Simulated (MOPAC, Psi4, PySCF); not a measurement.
Two rigid molecules brought together: C2H6 ··· COS (SMILES CC and O=C=S). Monomers: optimised at B3LYP-D3(BJ) (def2-TZVP), held rigid. Orientation: lowest of the rigid-body minima from ten starts at GFN2-xTB. Only R, the distance of the centres of mass, is varied, so the lowest point isn't the relaxed dimer.

Geometry at R = 3.63 Å (first 8 atoms: monomer A):
```
11

C      0.7628    -0.0077     0.0205
C     -0.7628     0.0077    -0.0205
H      1.1491     0.7478     0.7075
H      1.1412    -0.9773     0.3504
H      1.1884     0.1942    -0.9644
H     -1.1491    -0.7477    -0.7076
H     -1.1884    -0.1942     0.9644
H     -1.1412     0.9773    -0.3504
O      0.6309     0.8581     3.6689
C      0.4676    -0.2810     3.5635
S      0.2467    -1.8209     3.4211
```

- PM6, restricted, heats of formation (MOPAC)
- revPBE-D3(BJ)/def2-TZVP, counterpoise-corrected (Psi4)
- RHF/STO-3G = restricted Hartree-Fock/STO-3G, no counterpoise correction run with PySCF 2.14.0
- RKS-B3LYP/6-31G* = restricted B3LYP/6-31G*, spherical d, no counterpoise correction run with PySCF
- RHF/3-21G = restricted Hartree-Fock/3-21G, no counterpoise correction in PySCF 2.14.0

Interaction energies in kJ/mol (negative: bound); R is the distance of the centres of mass, d the H3···O9 distance.

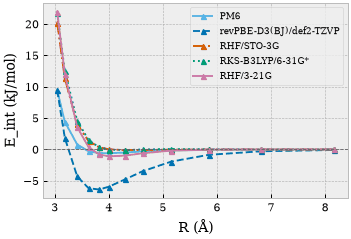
Interaction energy against separation.

| R / Å | d / Å | PM6 | revPBE-D3(BJ)/def2-TZVP | RHF/STO-3G | RKS-B3LYP/6-31G* | RHF/3-21G |
|---|---|---|---|---|---|---|
| 3.05 | 2.48 | 9.42 | 9.43 | 20.23 | 21.69 | 21.96 |
| 3.19 | 2.61 | 4.41 | 1.84 | 11.36 | 12.52 | 12.03 |
| 3.42 | 2.81 | 0.77 | -4.32 | 4.01 | 4.56 | 3.55 |
| 3.63 | 3.01 | -0.31 | -6.19 | 1.33 | 1.49 | 0.34 |
| 3.82 | 3.19 | -0.59 | -6.40 | 0.36 | 0.36 | -0.79 |
| 4.00 | 3.35 | -0.62 | -5.97 | 0.02 | -0.03 | -1.11 |
| 4.30 | 3.64 | -0.50 | -4.80 | -0.11 | -0.11 | -0.99 |
| 4.63 | 3.95 | -0.33 | -3.48 | -0.09 | -0.01 | -0.62 |
| 5.16 | 4.46 | -0.17 | -1.94 | -0.04 | 0.06 | -0.20 |
| 5.85 | 5.13 | -0.08 | -0.87 | -0.02 | 0.03 | -0.04 |
| 6.82 | 6.08 | -0.03 | -0.30 | 0.00 | 0.00 | -0.01 |
| 8.17 | 7.42 | -0.01 | -0.09 | 0.00 | 0.00 | 0.00 |

Lowest grid point: PM6 -0.62 kJ/mol at R = 4.00 Å; revPBE-D3(BJ)/def2-TZVP -6.40 kJ/mol at R = 3.82 Å; RHF/STO-3G -0.11 kJ/mol at R = 4.30 Å; RKS-B3LYP/6-31G* -0.11 kJ/mol at R = 4.30 Å; RHF/3-21G -1.11 kJ/mol at R = 4.00 Å.
